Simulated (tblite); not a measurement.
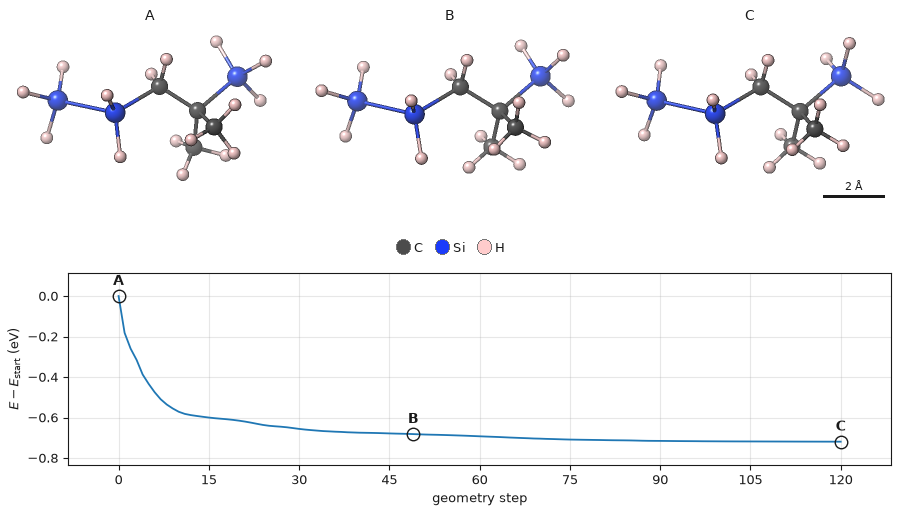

Frames of a relaxation of C4H16Si3, marked on the history of the run. The picture is a ball-and-stick view, seen from a free direction.

The calculation used GFN2-xTB geometry optimisation, gas phase (tblite). 

### What happens along the run?

An H atom moves most after the best rigid fit: 0.94 Å. By element the largest moves are H 0.94 Å, C 0.15 Å, Si 0.14 Å. Near-neighbour distances that change, for instance: C–Si 1.851 → 1.919 Å, C–Si 1.871 → 1.921 Å, C–C 1.485 → 1.534 Å, Si–Si 2.260 → 2.309 Å. Bond angles that change, for instance: H–Si–H 113.3° → 103.6°, Si–Si–H 104.7° → 113.3°, C–C–H 104.5° → 110.8°. Groups turn about C–Si by about 40°, C–C by about 25°. Over 120 geometry steps the energy falls by 0.719 eV. From step 0 to 49: an H atom moves most (0.58 Å), energy −0.682 eV. From step 49 to 120: an H atom moves most (0.68 Å), energy −0.037 eV.

| step | E − E(0), eV |
| --- | --- |
| 0 | 0.0000 |
| 1 | -0.1817 |
| 2 | -0.2597 |
| 3 | -0.3158 |
| 4 | -0.3875 |
| 5 | -0.4339 |
| 6 | -0.4752 |
| 7 | -0.5099 |
| 8 | -0.5357 |
| 9 | -0.5553 |
| 10 | -0.5716 |
| 16 | -0.6034 |
| 22 | -0.6253 |
| 27 | -0.6455 |
| 33 | -0.6646 |
| 39 | -0.6739 |
| 45 | -0.6785 |
| 51 | -0.6840 |
| 56 | -0.6882 |
| 62 | -0.6950 |
| 68 | -0.7023 |
| 74 | -0.7081 |
| 79 | -0.7107 |
| 85 | -0.7132 |
| 91 | -0.7157 |
| 97 | -0.7172 |
| 103 | -0.7181 |
| 108 | -0.7184 |
| 114 | -0.7190 |
| 120 | -0.7193 |
